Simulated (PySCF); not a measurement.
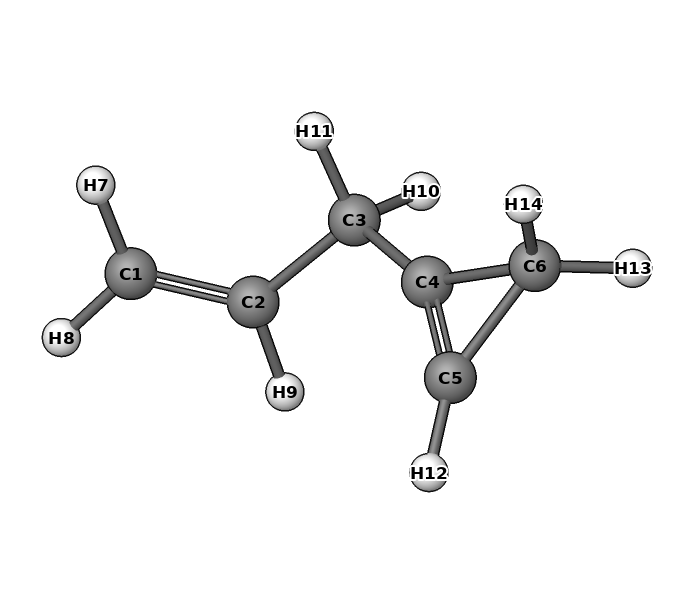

The questions are on isotropic NMR shieldings of the C atoms. The geometry was computed by an optimisation with PBE0-D3(BJ)/def2-SVP. No frequency run is at hand to confirm it as a minimum. Properties computed with GIAO PBE0/6-311+G(2d,p) NMR shielding, non-relativistic, gas phase (PySCF 2.14.0).

### Which C atom is the most shielded (lowest chemical shift)?

C6 (176.6 ppm).

### Which C atom is the least shielded (highest chemical shift)?

C2 (43.9 ppm).

### How wide is the range of C shifts?

132.7 ppm.

Give the isotropic NMR shieldings of the C atoms atom by atom.

```tsv
atom	σ (ppm)
C1	65.4
C2	43.9
C3	150.1
C4	58.8
C5	81.9
C6	176.6
```
